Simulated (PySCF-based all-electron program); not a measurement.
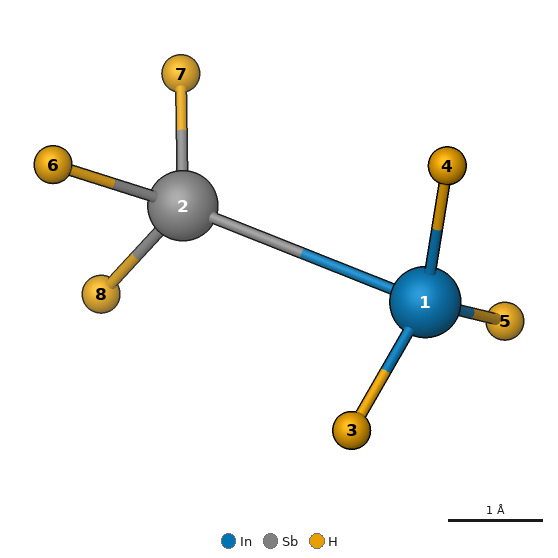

Figure made from data computed with PySCF-based all-electron program.

Orthographic view with a scale bar. Geometry: a fixed input geometry, not necessarily a minimum.

Write Cartesian coordinates in Å in the frame of the picture: x to the right, y up, z towards the viewer, origin at the mean of the atomic positions.

```xyz
8
H6InSb
In   1.54  -0.61   0.81
Sb  -1.05   0.42  -0.55
H    0.76  -1.98   1.54
H    1.78   0.84   1.74
H    2.39  -0.82  -0.70
H   -2.43   0.86   0.35
H   -1.07   1.83  -1.51
H   -1.92  -0.53  -1.68
```
